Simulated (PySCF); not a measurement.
C2H5F2Si (SMILES FC(F)C[SiH2-]) (charge −1)

| atom | x (Å) | y (Å) | z (Å) |
| --- | --- | --- | --- |
| F | 2.2191 | 0.4225 | -0.4501 |
| C | 0.8415 | 0.5333 | -0.1638 |
| F | 0.8150 | 1.4842 | 0.8124 |
| C | 0.2016 | -0.7411 | 0.2340 |
| Si | -1.7152 | -0.6172 | 0.1616 |
| H | 0.4054 | 0.9759 | -1.0710 |
| H | 0.5260 | -1.5109 | -0.4676 |
| H | 0.5434 | -1.0272 | 1.2297 |
| H | -1.9565 | 0.6185 | 0.9253 |
| H | -1.8714 | -0.1335 | -1.2330 |

Geometry: GFN2-xTB.

Theory: PySCF 2.14.0, CAM-B3LYP/def2-SVPD, SCF density, gas phase.

> What can the converged electron density and electron localisation function tell about the bonding?

C–F (1.36 Å): ρ is about 2.2 e/Å³ halfway, with its minimum of 1.7 e/Å³ about 0.5 Å from C; the ELF peaks at about 0.85 between the atoms (a shared but strongly polarised pair).
C–F (1.41 Å): the density is about 1.9 e/Å³ at the midpoint, with its minimum of 1.5 e/Å³ about 0.5 Å from C; the ELF peaks at about 0.85 between the atoms; a shared but strongly polarised pair.

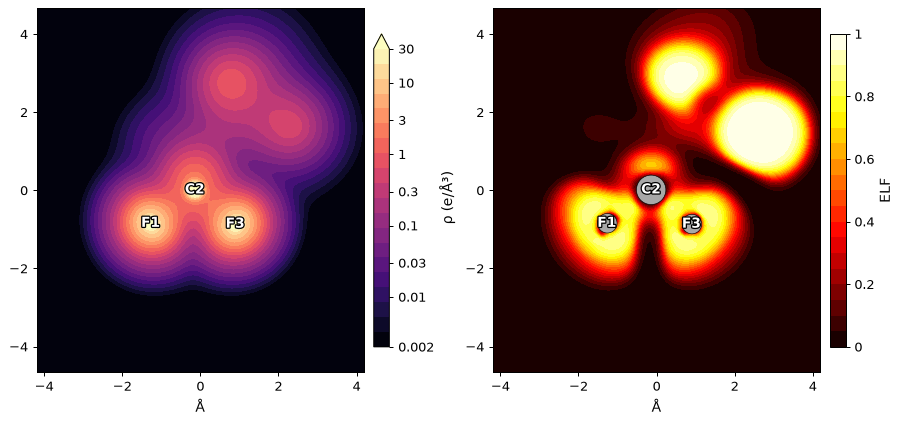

Computed electron density and electron localisation function on the plane of atoms F1, C2 and F3, in this order. Grey discs cover the atomic cores in the ELF map. 
